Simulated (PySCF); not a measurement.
C$_{2}$H$_{4}$N$_{4}$Si (SMILES N#C[Si](N)(N)C#N)

```xyz
11

N     2.6404   -1.5268    0.3521
C     1.6547   -0.9573    0.2396
Si    0.0427   -0.0302    0.0565
N     0.3648    1.6375   -0.1301
N    -0.7529   -0.7994   -1.2577
C    -0.8440   -0.1575    1.7029
N    -1.4256   -0.2630    2.6830
H    -0.2484    2.3438    0.2374
H     0.9044    1.9795   -0.9063
H    -0.7229   -1.7996   -1.3690
H    -1.6079   -0.4244   -1.6345
```

Geometry: GFN2-xTB.

Method: PySCF, PBE0/def2-SVPD, SCF density, gas phase.

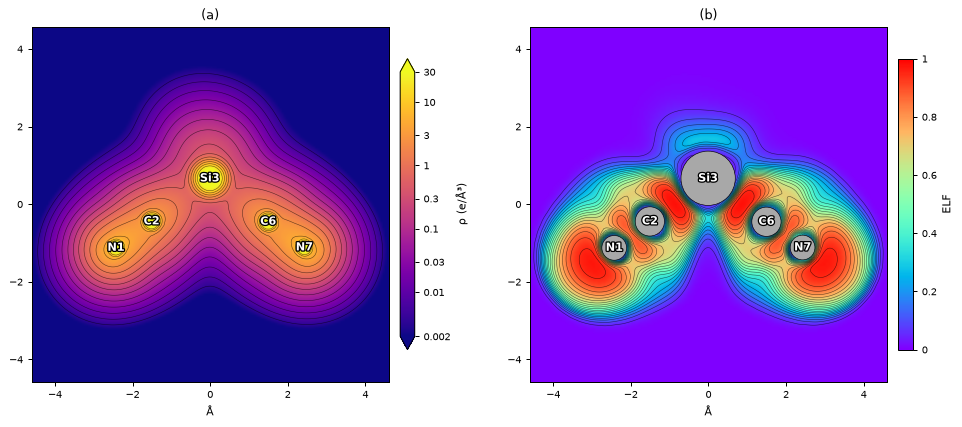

Figure 1. (a) total electron density; (b) ELF on the plane of atoms C2, Si3 and C6. Grey discs cover the atomic cores in the ELF map.

**Interpret the plot.**

The plane passes through N, C and Si nuclei.
C–N (1.14 Å): ρ at the midpoint is about 3.6 e/Å³; the ELF peaks at about 0.85 between the atoms (a multiple bond).
C–Si (1.87 Å): ρ at the midpoint is about 0.92 e/Å³; the ELF peaks at about 1 between the atoms; localised, covalent bonding.
The ELF also peaks beside N1 and N7, away from the bonds: lone-pair regions.

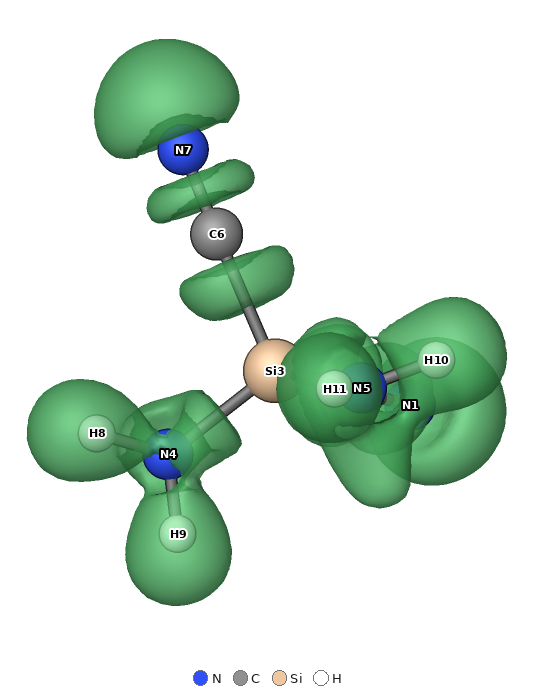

Figure 2. Isosurface of the ELF at 0.8 (green), seen at a tilt. Only the valence region is drawn (cores and ρ < 0.01 e/Å³ removed).

**Identify the bonds, lone pairs and shells in this picture.**

At this value the surface marks out two regions between bonded C–N atoms (shared pairs), two regions between bonded C–Si atoms (shared pairs), two lobes on N, pointing away from the bonds (lone pairs) and two joined regions spread over several atoms (H, N), in which their bonds and any lone pairs are merged. Along the contacts the grid gives the following. Si–N (1.71 Å): the ELF peaks at about 0.90 between the atoms: a polar covalent bond.

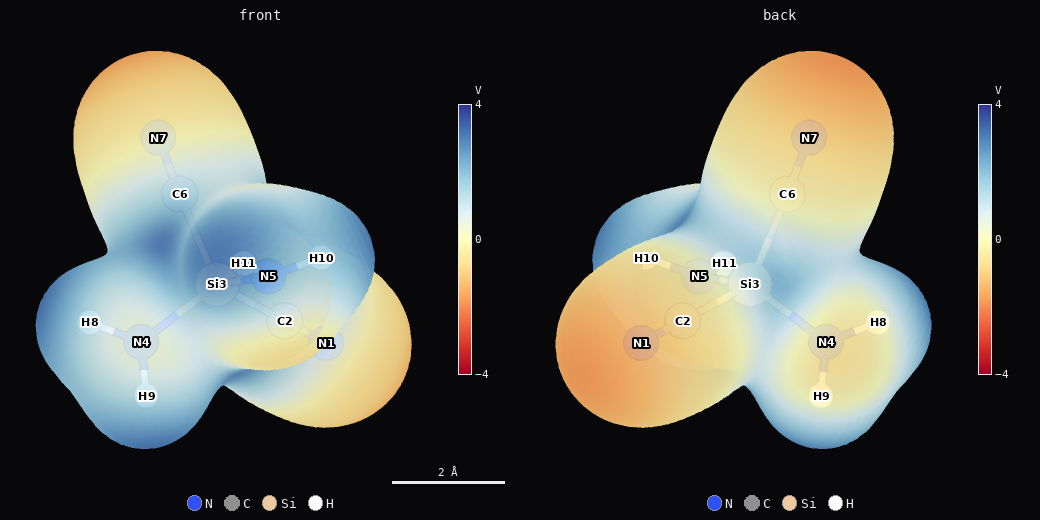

Figure 3. The molecular electrostatic potential painted on the density surface at 0.004 e/bohr³, seen from the front and from behind; the colour scale runs from red (negative) to blue (positive).

**Which sites attract a positive test charge, and which a negative one?**

A positive charge is drawn to the negative regions and a negative charge to the positive ones. The most negative region (about −1.8 V) lies over N1 and N7, the most positive (about +3.1 V) over Si3, H8, H9 and H11.
